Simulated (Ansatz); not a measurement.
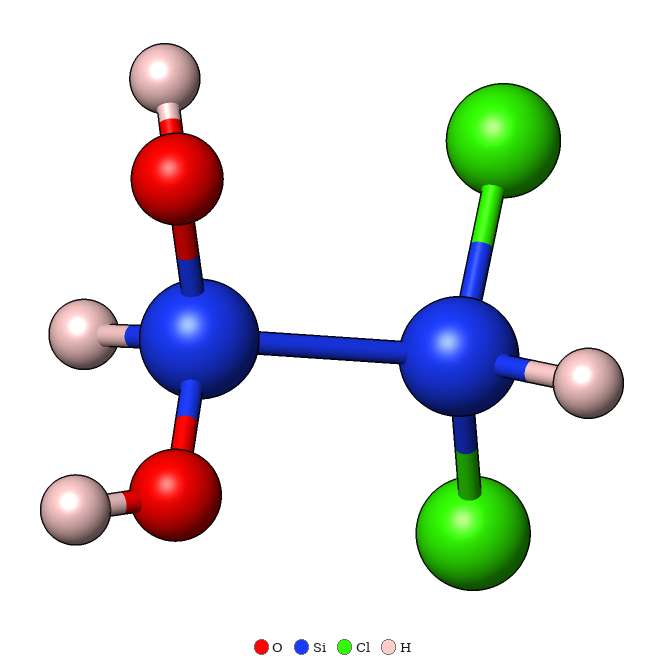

(Drawn from a calculation with Ansatz.)

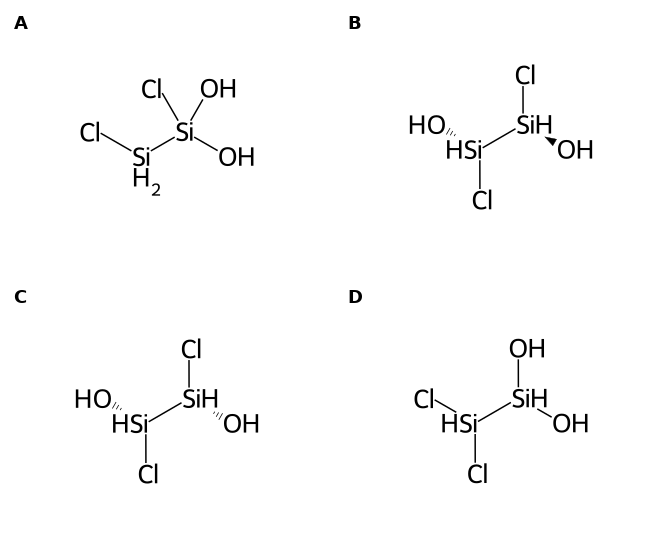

Question: Which structural formula matches the 3D model?

Answer: D, `O[SiH](O)[SiH](Cl)Cl`.
